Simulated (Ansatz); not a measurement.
## Fields on a plane of Se (trigonal-Se type, space group P3_121)

```xyz
3
Lattice="4.5057 0.0000 0.0000 -2.2528 3.9020 0.0000 0.0000 0.0000 4.9913" Properties=species:S:1:pos:R:3 pbc="T T T"
Se     0.9781     0.0000     4.1594
Se    -0.4891     0.8471     0.8319
Se     1.7638     3.0550     2.4956
```

The slice is a (-1 1 0 2) plane (indices of the conventional cell) through the point (0.000, 0.217, 0.167) (fractional), spanned by u = [110] and v = [1 -1 1] in vectors of this cell: u (4.51 Å) and v (9.26 Å, at 90° to u). It covers one period; positions are fractions (u, v).

Atoms on it: Se at (0.50, 0.70), 0.2 Å off the plane; Se at (0.00, 0.00). Other atoms lie within 1 Å of the plane.

These are r2SCAN (plane waves to 500 eV, PAW, scalar-relativistic; Ansatz, a quantum-chemistry and plane-wave program) values and carry that method's errors. k mesh 9×9×7. Near the nuclei the fields are pseudised (PAW); where an atom keeps semicore shells as valence, they peak there. Se was relaxed with its symmetry unable to fall.

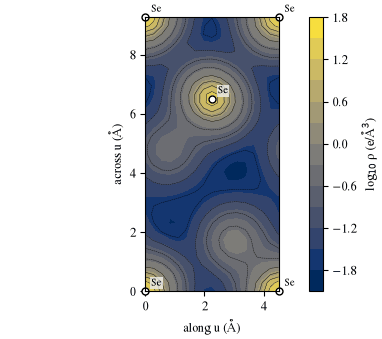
*Log₁₀ of the valence density in e/Å³, one period of the plane, atoms marked. The scale is logarithmic, as a density can span decades between atoms and voids.*

```tsv
v \ u	0.00	0.12	0.25	0.38	0.50	0.62	0.75	0.88
0.88	0.84	0.60	0.08	0.17	0.34	0.07	0.29	0.86
0.75	0.02	0.24	0.84	0.88	x	0.77	0.71	0.11
0.62	0.09	0.24	0.44	0.58	0.68	0.85	0.80	0.08
0.50	0.74	0.86	0.78	0.40	0.10	0.05	0.02	0.12
0.38	0.04	0.08	0.10	0.04	0.02	0.02	0.03	0.02
0.25	0.07	0.01	0.01	0.15	0.77	0.89	0.84	0.51
0.12	0.62	0.76	0.41	0.07	0.60	0.69	0.64	0.58
0.00	x	0.77	0.87	0.30	0.02	0.23	0.73	0.68
```

Values: electron localisation function (ELF). Points within 0.5 Å of a nucleus are blanked (x), as the pseudised field means little there.
